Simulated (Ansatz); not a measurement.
# SiH5 (doublet): the correlation ladder at distance Si1–H5 along a hydrogen transfer = 1.485 Å, cc-pVTZ

How much of the correlation energy of SiH5 (doublet) does each wave-function method recover here?

The runs use Ansatz 0.2.0, Gaussian basis; cc-pVTZ, core rule «outside noble gas», up to 5 orbitals frozen.

Plan: UHF; CCSD(T) on ROHF; CCSD(T) on UHF; BCCD(T) on ROHF; CISD; CCSDT(Q) on ROHF; CCSDT(Q) on UHF; CASSCF and NEVPT2, 3 electrons in 3 orbitals; CASSCF and NEVPT2, 9 electrons in 9 orbitals.

## (1) The geometry

The geometry derives from fragments relaxed apart (PBE0/def2-TZVP) and kept rigid, so it is no stationary point. A hydrogen atom is moved between rigid fragments.

6 atoms, charge 0, spin multiplicity 2.

Atoms are counted from 1 here; the program's logs count them from 0.

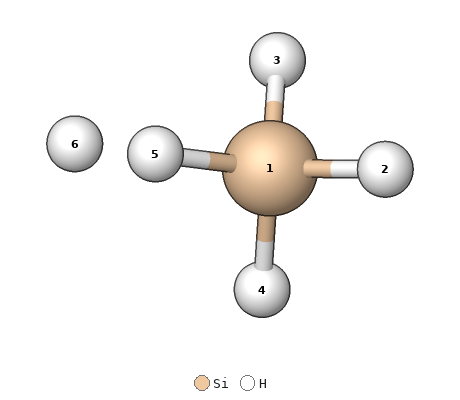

The geometry (silicon light orange, hydrogen white); atoms are numbered from 1 in the order of the file.

## (2) UHF

in.yaml reads:

```yaml
crystal:
  periodic: [false, false, false]
  atoms:
    - {symbol: Si, position_ang: [-0.076983, 0.000000, 0.000000]}
    - {symbol: H, position_ang: [-0.571855, 1.399708, 0.000000]}
    - {symbol: H, position_ang: [-0.571855, -0.699854, 1.212183]}
    - {symbol: H, position_ang: [-0.571855, -0.699854, -1.212183]}
    - {symbol: H, position_ang: [1.407632, 0.000000, 0.000000]}
    - {symbol: H, position_ang: [2.453017, 0.000000, 0.000000]}
basis:
  gaussian: {orbitals: cc-pVTZ}
magnetization: {spin_polarized: true, initial_magnetization: 1}
hamiltonian: {xc: hf}
output: {orbitals: {seedname: orbitals}}
```

Command:

```sh
$ ansatz run in.yaml --threads 1 --pin off --events-out ev --progress --plain --max-ram 4096MiB --backend cpu
```

After this run come: CCSD(T) on ROHF; CCSD(T) on UHF; BCCD(T) on ROHF; CISD; CCSDT(Q) on ROHF; CCSDT(Q) on UHF; CASSCF and NEVPT2, 3 electrons in 3 orbitals; CASSCF and NEVPT2, 9 electrons in 9 orbitals.

**Question.** What will the summary of the whole plan be? Wanted: UCCSDT(Q) below the RHF energy; RMP2 from UCCSDT(Q); UMP2 from UCCSDT(Q); RCCSD from UCCSDT(Q); RCCSD(T) from UCCSDT(Q); UCCSD(T) from UCCSDT(Q); RCCSDT(Q) from UCCSDT(Q); NEVPT2 pair from UCCSDT(Q); NEVPT2 valence from UCCSDT(Q).

**Answer**, as computed:

| quantity | value |
| --- | --- |
| UCCSDT(Q) below the RHF energy | -5.3726 eV |
| RMP2 from UCCSDT(Q) | +24.29 kcal/mol |
| UMP2 from UCCSDT(Q) | +24.25 kcal/mol |
| RCCSD from UCCSDT(Q) | +3.59 kcal/mol |
| RCCSD(T) from UCCSDT(Q) | +0.65 kcal/mol |
| UCCSD(T) from UCCSDT(Q) | +0.65 kcal/mol |
| RCCSDT(Q) from UCCSDT(Q) | +0.01 kcal/mol |
| NEVPT2 pair from UCCSDT(Q) | +24.91 kcal/mol |
| NEVPT2 valence from UCCSDT(Q) | +26.11 kcal/mol |
| levels within 1 kcal/mol (43 meV) | RCCSD(T), UCCSD(T), BCCD(T), RCCSDT, UCCSDT, RCCSDT(Q) |
| T1 diagnostic | 0.024 |
| effectively unpaired electrons | 1.01 |

In words: RCCSD(T) lands +0.65 kcal/mol from the yardstick (0.5 % of the correlation energy). One determinant dominates. Of the multireference levels listed NEVPT2 pair comes nearest in total energy (+24.91 kcal/mol), which doesn't show that its space is the better one. These misses are within one basis, not against nature; the frozen cores of restricted and unrestricted runs differ, which can shift their rows.
